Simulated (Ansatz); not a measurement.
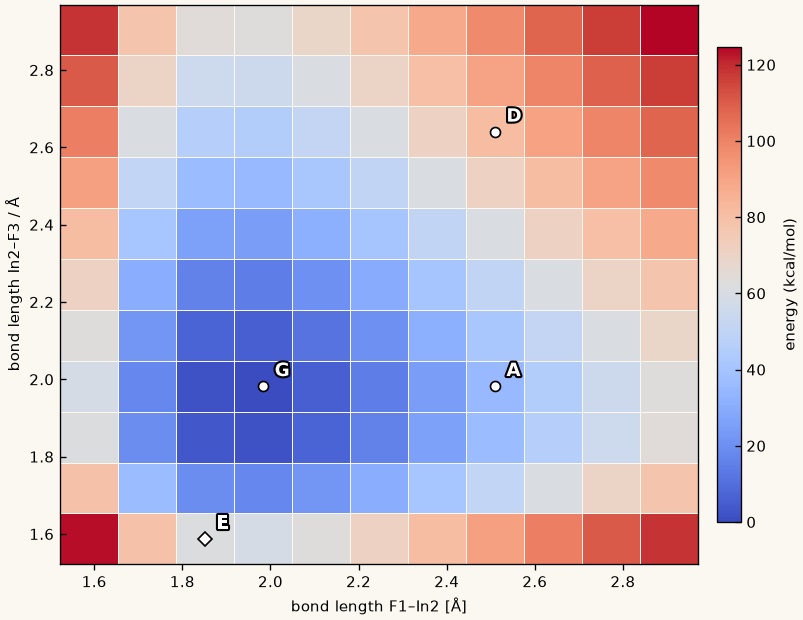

ClF₂In, SMILES [F][In]([F])[Cl]. First axis: bond length F1–In2. Second axis: bond length In2–F3. Nothing is relaxed (all other coordinates rigid). The grid has 11 × 11 points; 66 points were computed and 55 follow by symmetry. Energies: kcal/mol, counted from the lowest grid point. The reference is spin-restricted, which grows unreliable where a bond is stretched far. Level of theory: RKS B3LYP-D4/def2-TZVP (Ansatz).

Drawn: one coloured cell a grid point, lettered points.

### What kind of point is each of A, D, G: minimum, saddle, maximum or slope?

A: on a slope; D: on a slope; G: minimum. (In these two coordinates alone; a stationary point may lie a little off the grid point.)

### Rank the lettered points by energy, lowest first.

G (0 kcal/mol), A (35 kcal/mol), E (62 kcal/mol), D (81 kcal/mol).
